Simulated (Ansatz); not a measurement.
Reaction (SMILES): [CH]=C=O → 2 C atom + H atom + O atom
B3LYP-D3(BJ)/def2-TZVP geometries, fixed; electronic energies without zero-point terms.

Basis-set convergence of the atomisation energy at PBE with Ansatz (a first-principles code). Cartesian d functions, on some or all atoms, in 6-31G**; all else is spherical. The program fits the integrals of some runs and decomposes those of others, by size. Open shells are unrestricted. No added dispersion term, no relativity. Functions are those of the species that has most. Reference: the value in pcseg-4, 450.21 kcal/mol, itself unsure by roughly 0.16 kcal/mol (its mean distance from aug-pcseg-3, aug-cc-pVQZ, cc-pV5Z). Deviations are taken from unrounded values.

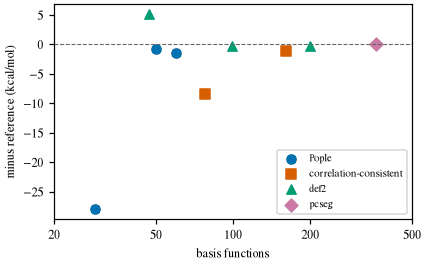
Figure. Deviation from the reference against the number of basis functions, by family of sets.

```
basis        functions  atomisation energy (kcal/mol)  minus reference (kcal/mol)
-----------  ---------  -----------------------------  --------------------------
6-31G               29                         422.26                      -27.95
def2-SVP            47                         455.42                        5.21
6-31G**             50                         449.41                       -0.80
6-311G**            60                         448.68                       -1.53
aug-cc-pVDZ         78                         441.81                       -8.40
def2-TZVP           99                         449.89                       -0.32
aug-cc-pVTZ        161                         449.09                       -1.12
def2-QZVPP         201                         449.97                       -0.24
pcseg-4            364                         450.21                        0.00
```
